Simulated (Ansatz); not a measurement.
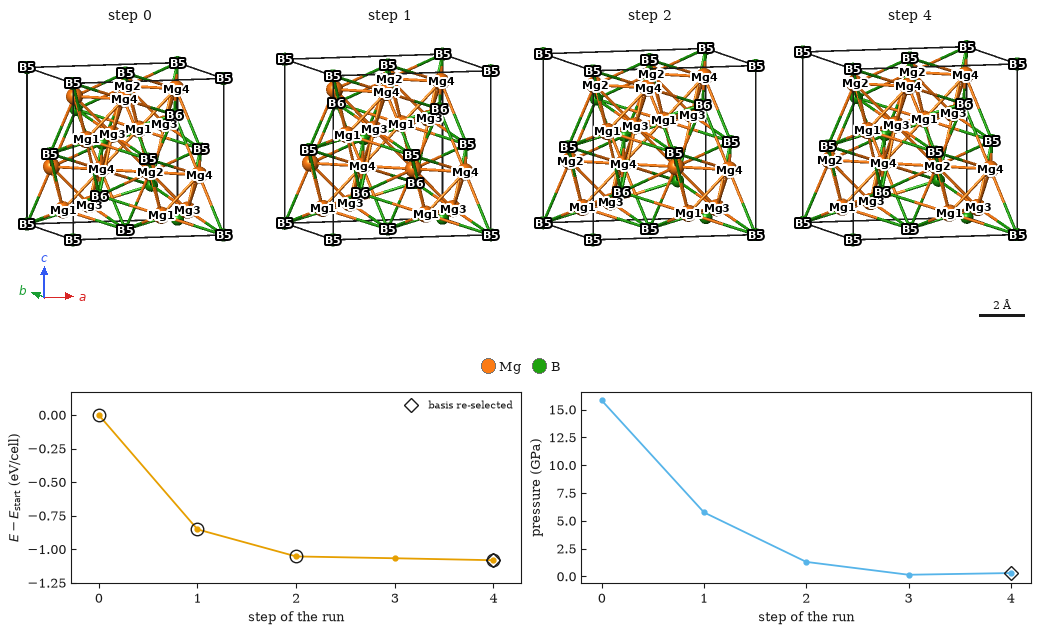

Frames of a relaxation of a crystal of Mg2B (built on the cubic Laves (C15)_227 type) (coarse preliminary run), marked on the history of the run. The picture is a ball-and-stick view of the conventional cell (4 times the calculation's cell), seen slightly off an axis. Lengths and directions refer to the drawn axes.

Case: cubic Laves (C15) type (Fd-3m, No. 227).

Computed with Ansatz, DFT PBE, scalar-relativistic, plane waves, PAW.

Input
```yaml
crystal:
  lattice:
    - [0.0, 3.5346718731, 3.5346718731]
    - [3.5346718731, 0.0, 3.5346718731]
    - [3.5346718731, 3.5346718731, 0.0]
  atoms:
    - { symbol: Mg, position: [0.625, 0.625, 0.625] }
    - { symbol: Mg, position: [0.125, 0.625, 0.625] }
    - { symbol: Mg, position: [0.625, 0.625, 0.125] }
    - { symbol: Mg, position: [0.625, 0.125, 0.625] }
    - { symbol: B, position: [0.0, 0.0, 0.0] }
    - { symbol: B, position: [0.25, 0.25, 0.25] }
basis:
  ecutwfc: 420
kpoints:
  mp_grid: { grid: [4, 4, 4] }
hamiltonian:
  xc: pbe
scf:
  occupations: { method: gaussian, width: 0.1 }
  lower_state_search: "off"
output:
  forces: true
  stress: true
  eigenvalues: true
relax:
  adjacent_minimum: "off"
  f_tol: 0.04
  max_steps: 70
  cell: { stress_tol: 0.4 }
```

Run as
```bash
ansatz run input.yaml --threads 1 --pin off --max-ram 2560MiB --backend cpu --events-out ev --progress --plain --runs-dir out
```

Question: Describe the path.

Answer: The atoms keep their places relative to the cell (all moves are under 0.005 Å). Cell: a = b = c 7.069 → 7.707 Å (+9.0 %). Volume +29.6 %. Near-neighbour distances that change, for instance: Mg1–B5 2.931 → 3.195 Å, Mg1–Mg2 2.499 → 2.725 Å. The space group stays Fd-3m (No. 227). After 3 accepted moves (4 points after the start) the energy has fallen by 1.081 eV per cell of the calculation. All forces vanish by symmetry, so only the cell relaxes. Pressure: 15.82 GPa at the start and 0.31 GPa at the end. The SCF was repeated once at an unchanged geometry on a basis and grid sized afresh for the cell, which shifted the energy by 14.7 meV per cell of the calculation at most. From step 0 to 1: volume +15.1 %, energy −0.852 eV per cell of the calculation. From step 1 to 2: volume +9.4 %, energy −0.201 eV per cell of the calculation. From step 2 to 4: volume +2.9 %, energy −28.3 meV per cell of the calculation.

| step | E − E(0), meV/atom | pressure, GPa | volume, Å³/atom | note |
| --- | --- | --- | --- | --- |
| 0 | 0.00 | 15.82 | 14.721 |  |
| 1 | -141.96 | 5.76 | 16.945 |  |
| 2 | -175.53 | 1.31 | 18.543 |  |
| 3 | -177.80 | 0.15 | 19.072 |  |
| 4 | -180.25 | 0.31 | 19.072 | same geometry, new basis |
